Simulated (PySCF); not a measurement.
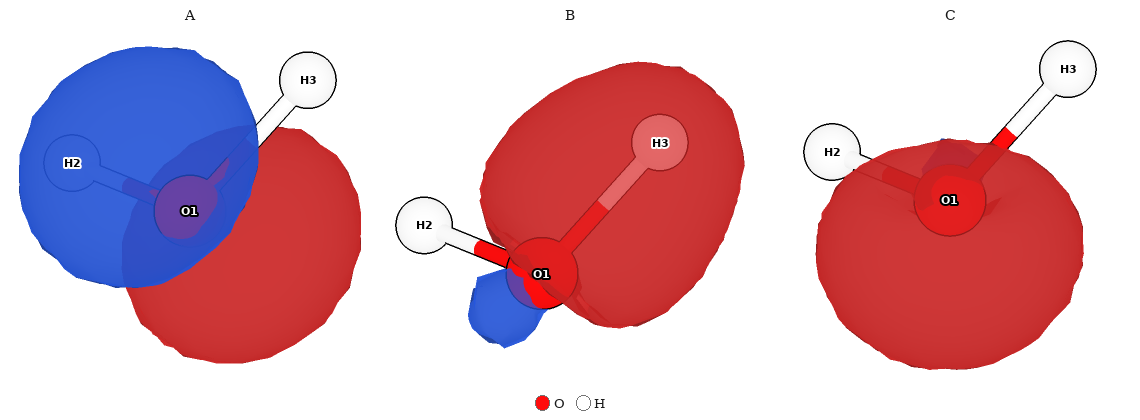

Figure. H2O, SMILES `O`. Pipek–Mezey orbitals, occupied; each surface holds about 70 % of the orbital's density. Energies are diagonal elements of the Fock matrix.

Method: PBE0/def2-TZVP; geometry: GFN2-xTB; program: PySCF. No frequency check shows the geometry to be a minimum.

Coordinates in Å:

```
O1       0.0000    0.1138    0.0000
H2       0.7722   -0.4552    0.0000
H3      -0.7722   -0.4552    0.0000
```

What does each orbital represent in a Lewis picture?

Answer. By panel:
- A: lone pair on O1 (p-type) (O1 100 %; −8.9 eV)
- B: σ bond O1–H3 (O1 67 %, H3 33 %; −19.9 eV)
- C: lone pair on O1 (sp1.2-type) (O1 100 %; −14.3 eV)

How do all the valence pairs divide up?

Answer. 4 pairs: 2 σ bonds and 2 lone pairs.
